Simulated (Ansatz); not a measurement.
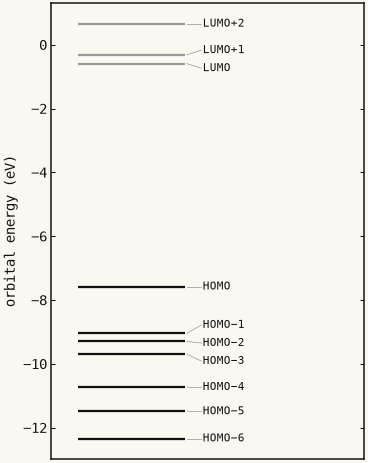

Kohn-Sham orbital energies near the frontier, BHLYP/def2-TZVPP, the Ansatz code 0.2.0, at a PBE0-D4/def2-TZVP geometry (a minimum by its frequencies), isolated molecule; empty levels in grey, levels within 0.03 eV side by side.

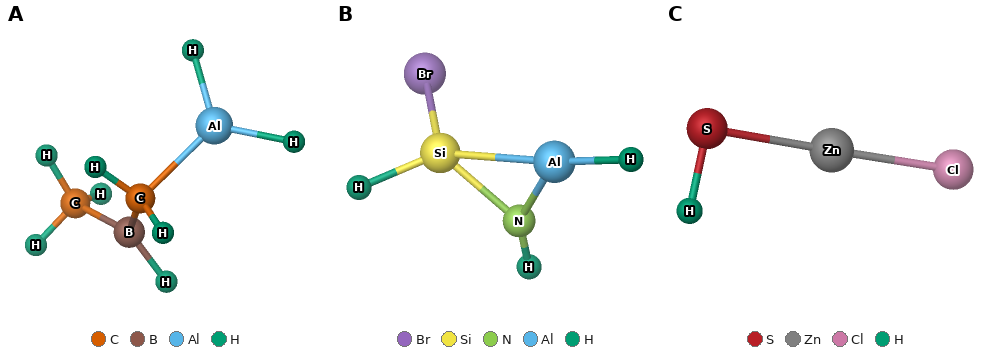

Which molecule has this level scheme? Choose among the lettered structures.

Structure B, AlSiNH₃Br, SMILES Br[Si@H]1[NH][AlH]1, singlet. HOMO −7.58 eV, LUMO −0.59 eV, separation 6.99 eV.

Note: no scalar relativity up to krypton; spin-orbit coupling is left out, and with Br it can shift these levels and split any degenerate set; empty levels above zero depend strongly on the basis.
